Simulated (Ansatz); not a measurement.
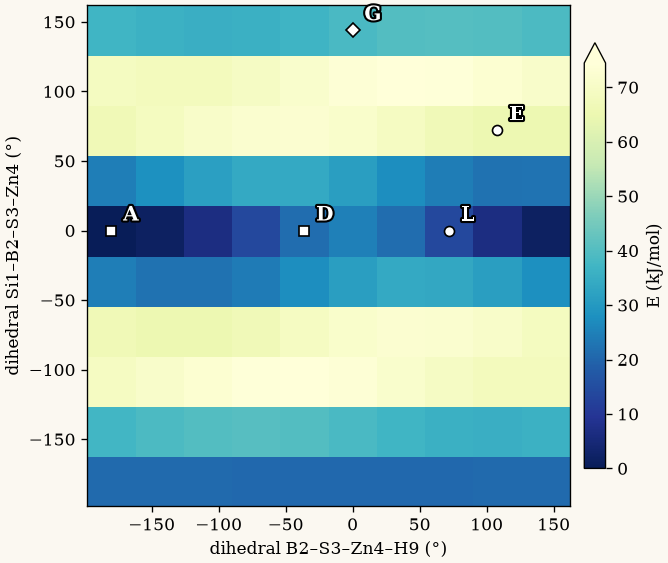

BH₅SSiZn, SMILES [SiH3]B[S][ZnH]. First axis: dihedral B2–S3–Zn4–H9. Second axis: dihedral Si1–B2–S3–Zn4. Nothing is relaxed (all other coordinates rigid). The grid has 10 × 10 points. Energies: kJ/mol, counted from the lowest grid point. Energies and slopes of some neighbouring points disagree (a jump in structure or state, or too coarse a mesh). Theory: RKS PBE-D4/def2-SVP (Ansatz).

The picture shows one coloured cell a grid point, one colour for all values above the top of the scale, lettered points.

Question: Is A the lowest point of the computed grid?

Answer: Yes. A, at dihedral B2–S3–Zn4–H9 = −180°, dihedral Si1–B2–S3–Zn4 = 0°, has the lowest energy of the grid.

Question: Rank the lettered points by energy, lowest first.

Answer: A (0 kJ/mol), L (14 kJ/mol), D (21 kJ/mol), G (39 kJ/mol), E (65 kJ/mol).
